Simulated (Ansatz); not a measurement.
# [SiH3]+ (SMILES [SiH3+]) at 6 levels

Aim: a comparison of 6 runs (B2PLYP/6-31G*, BHLYP/6-31G*, SVWN5/6-31G*, RPA@PBE/6-31G*, BCCD(T)/3-21G, UCCSD(T)/3-21G) of [SiH3]+. 

The results are computed with Ansatz 0.2.0.

2 further runs of the same task are left out: 2 that didn't finish.

**1. The system as given**

The species is [SiH3]+ (4 atoms), meant as a singlet with charge +1. As SMILES, `[SiH3+]`. The H3–Si1 distance was set to 2.944 Å, away from the relaxed value. At this shape a bond of the SMILES string is far longer than usual.

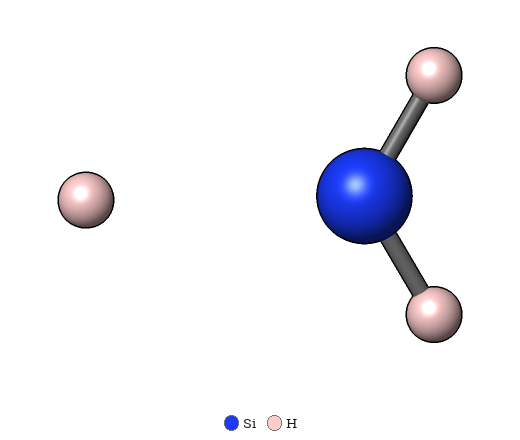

The structure, seen from a chosen angle (silicon blue, hydrogen pink).

**2. The energy at B2PLYP/6-31G(d) (spherical functions) (run 1)**

molecule.yaml

```yaml
basis:
  gaussian: {orbitals: 6-31G_st_-spherical.json}
crystal:
  periodic: [false, false, false]
  atoms:
    - {symbol: Si, position_ang: [0.118400, 1.467194, 0.009900]}
    - {symbol: H, position_ang: [0.805300, 2.142594, 1.122900]}
    - {symbol: H, position_ang: [-0.118400, -1.467200, -0.009900]}
    - {symbol: H, position_ang: [-0.450100, 2.258894, -1.093200]}
total_charge: 1
hamiltonian: {xc: {name: B2PLYP}}
correlation: {frozen_orbitals: {H: 0, Si: 5}}
accuracy: high
```

The basis set 6-31G* is read from a file made from the Basis Set Exchange's data (not shown).

The run is started by

```
$ ansatz run molecule.yaml --threads 1 --pin off --max-ram 2610MiB --events-out events.jsonl --progress --plain --runs-dir runs
```

The log of the run:

```text
Warning: RAYON_NUM_THREADS=1 ignored (pool sized by the plan → 1); use --threads N
Functional definition: B2PLYP
  name "B2PLYP"
  parameter a = 0.53
  parameter c = 0.27
  exchange = (1 - a)*b88_x + a*exact_x
  correlation = (1 - c)*lyp_c + c*(mp2_os + mp2_ss)
445 factors; integrals over basis functions are off by at most 3.6e-9 eV
mean field evaluation 1: about -7905.3954 eV, gradient 1.2e1 eV
mean field evaluation 2: about -7905.3948 eV, gradient 1.2e1 eV
mean field evaluation 4: about -7907.2125 eV, gradient 1.5e0 eV
mean field evaluation 8: about -7907.2265 eV, gradient 8.3e-3 eV
mean field evaluation 16: about -7907.2265 eV, gradient 8.7e-9 eV
mean field -7907.22645184 eV, -290.5852123944 hartree, gradient 7.7e-9 eV, S^2 0.000000; 0 other end points of the search recorded, 0 dependent functions left out; unrestricted orbitals would lower it
5 core orbitals not correlated: weight in the atoms' cores, before any rotation towards them, 1.000 or more for the frozen orbitals, at most 0.000 for the correlated occupied ones
reference -7907.22647319 eV, -290.5852131791 hartree; 3, 3 occupied and 16, 16 virtual orbitals, 445 factors
second order -3.55054974 eV of doubles, -0.00000000 eV of singles
Total energy: -7908.18512162 eV, -290.6204428591 hartree
```

Run time: 1.2 s. Hardware: 1 thread of Arm Neoverse V1, shared host.

**3. A single-point energy at BHLYP/6-31G(d) (spherical functions) (run 2)**

in.yaml

```yaml
crystal:
  periodic: [false, false, false]
  atoms:
    - {symbol: Si, position_ang: [0.118400, 1.467194, 0.009900]}
    - {symbol: H, position_ang: [0.805300, 2.142594, 1.122900]}
    - {symbol: H, position_ang: [-0.118400, -1.467200, -0.009900]}
    - {symbol: H, position_ang: [-0.450100, 2.258894, -1.093200]}
basis:
  gaussian: {orbitals: 6-31G_st_-spherical.json}
accuracy: high
hamiltonian: {xc: {name: BHLYP}}
total_charge: 1
```

The basis set 6-31G* is read from a file made from the Basis Set Exchange's data (not shown).

The run is started by

```
$ ansatz run in.yaml --threads 1 --pin off --max-ram 2610MiB --events-out events.jsonl --progress --plain --runs-dir runs
```

The log of the run:

```text
Warning: RAYON_NUM_THREADS=1 ignored (pool sized by the plan → 1); use --threads N
Functional definition: BHLYP
  name "BHLYP"
  parameter a = 0.5
  exchange = (1 - a)*b88_x + a*exact_x
  correlation = lyp_c
445 factors; integrals over basis functions are off by at most 3.6e-9 eV
mean field evaluation 1: about -7909.6103 eV, gradient 1.3e1 eV
mean field evaluation 2: about -7907.4253 eV, gradient 2.3e1 eV
mean field evaluation 4: about -7911.5788 eV, gradient 5.2e-1 eV
mean field evaluation 8: about -7911.5787 eV, gradient 1.9e-3 eV
mean field evaluation 16: about -7911.5787 eV, gradient 1.2e-8 eV
mean field -7911.57865705 eV, -290.7451529858 hartree, gradient 1.2e-8 eV, S^2 0.000000; 0 other end points of the search recorded, 0 dependent functions left out
reference -7911.57867988 eV, -290.7451538250 hartree; 8, 8 occupied and 16, 16 virtual orbitals, 445 factors
Total energy: -7911.57867988 eV, -290.7451538250 hartree
```

Run time: 0.8 s. Hardware: 1 thread of Arm Neoverse V1, shared host.

Run 3 isn't shown in full; the table further down has it.

**4. The energy at RPA@PBE/6-31G(d) (spherical functions) (run 4)**

job.yaml

```yaml
crystal:
  periodic: [false, false, false]
  atoms:
    - {symbol: Si, position_ang: [0.118400, 1.467194, 0.009900]}
    - {symbol: H, position_ang: [0.805300, 2.142594, 1.122900]}
    - {symbol: H, position_ang: [-0.118400, -1.467200, -0.009900]}
    - {symbol: H, position_ang: [-0.450100, 2.258894, -1.093200]}
basis:
  gaussian: {orbitals: 6-31G_st_-spherical.json}
total_charge: 1
accuracy: high
hamiltonian: {xc: {name: PBE}}
correlation: {method: rpa, frozen_orbitals: {H: 0, Si: 5}}
```

The basis set 6-31G* is read from a file made from the Basis Set Exchange's data (not shown).

The run is started by

```
$ ansatz run job.yaml --threads 1 --pin off --max-ram 2610MiB --events-out events.jsonl --progress --plain --runs-dir runs
```

The log of the run, cut to the lines that bear on the results:

```text
Warning: RAYON_NUM_THREADS=1 ignored (pool sized by the plan → 1); use --threads N
Functional definition: PBE
  name "PBE"
[...]
445 factors; integrals over basis functions are off by at most 3.6e-9 eV
[...]
mean field -7907.82523607 eV, -290.6072173090 hartree, gradient 7.7e-9 eV, S^2 0.000000; 0 other end points of the search recorded, 0 dependent functions left out; unrestricted orbitals would lower it
[...]
unrestricted determinant -7897.06492410 eV, -290.2117831378 hartree, S^2 0.9125
5 core orbitals not correlated: weight in the atoms' cores, before any rotation towards them, 1.000 or more for the frozen orbitals, at most 0.000 for the correlated occupied ones
reference -7894.79699658 eV, -290.1284383388 hartree; 3, 3 occupied and 16, 16 virtual orbitals, 445 factors
Total energy: -7900.58375080 eV, -290.3410976340 hartree
```

Wall time 1.3 s (1 thread of Arm Neoverse V1, shared host); peak memory 0.093 GiB.

Run 5 isn't shown in full; the table further down has it.

**5. A single-point energy at UCCSD(T)/3-21G (run 6)**

run.yaml

```yaml
crystal:
  periodic: [false, false, false]
  atoms:
    - {symbol: Si, position_ang: [0.118400, 1.467194, 0.009900]}
    - {symbol: H, position_ang: [0.805300, 2.142594, 1.122900]}
    - {symbol: H, position_ang: [-0.118400, -1.467200, -0.009900]}
    - {symbol: H, position_ang: [-0.450100, 2.258894, -1.093200]}
basis:
  gaussian: {orbitals: 3-21G.json}
total_charge: 1
magnetization: {spin_polarized: true}
correlation: {method: ccsd_t, frozen_orbitals: {H: 0, Si: 5}}
accuracy: high
scf: {omitted_lower_state_checks: [cluster_reference, increment]}
```

The basis set 3-21G is read from a file made from the Basis Set Exchange's data (not shown).

The run is started by

```
$ ansatz run run.yaml --threads 1 --pin off --max-ram 2610MiB --events-out events.jsonl --progress --plain --runs-dir runs
```

The log of the run:

```text
Warning: RAYON_NUM_THREADS=1 ignored (pool sized by the plan → 1); use --threads N
[... 14 lines left out ...]
5 core orbitals not correlated: weight in the atoms' cores, before any rotation towards them, 1.000 or more for the frozen orbitals, at most 0.000 for the correlated occupied ones
[... 36 lines left out ...]
Total energy: -7857.36674015 eV, -288.7529017861 hartree
Checks for a lower state left out: cluster_reference, increment
```

It took 0.36 s on 1 thread of Arm Neoverse V1, shared host.

**6. All runs side by side**

```
run                                 level  frozen core orbitals  energy (Eh)  wall time
  1   B2PLYP/6-31G* (spherical functions)                     5  -290.620443      1.2 s
  2    BHLYP/6-31G* (spherical functions)                     –  -290.745154      0.8 s
  3    SVWN5/6-31G* (spherical functions)                     –  -289.565542     0.56 s
  4  RPA@PBE/6-31G* (spherical functions)                     5  -290.341098      1.3 s
  5                         BCCD(T)/3-21G                     5  -288.754505     0.56 s
  6                        UCCSD(T)/3-21G                     5  -288.752902     0.36 s
```

**7. What came out**

| quantity | value |
| --- | --- |
| run 6: total energy | -288.75290 Eh |
| run 6: correlation energy (5 core orbitals frozen) | -58.9 mEh |
| run 6: (T) correction | -2.21 mEh |
| run 6: ⟨S²⟩ of the reference determinant | 0.905 |
| run 6: T1 diagnostic | 0.069 |

In words: Totals of different functionals can't be ranked against each other. In runs 1, 4, 5 the log says that unrestricted orbitals would lower the reference, so the values rest on an unstable closed-shell determinant (other closed-shell runs at this shape may share the fault). Spin contamination of the reference: run 6 ⟨S²⟩ = 0.90. Where it is this large, the reference is a mixture of spin states, and values that rest on it are in doubt. All runs together took 4.8 s, the longest 1.3 s.
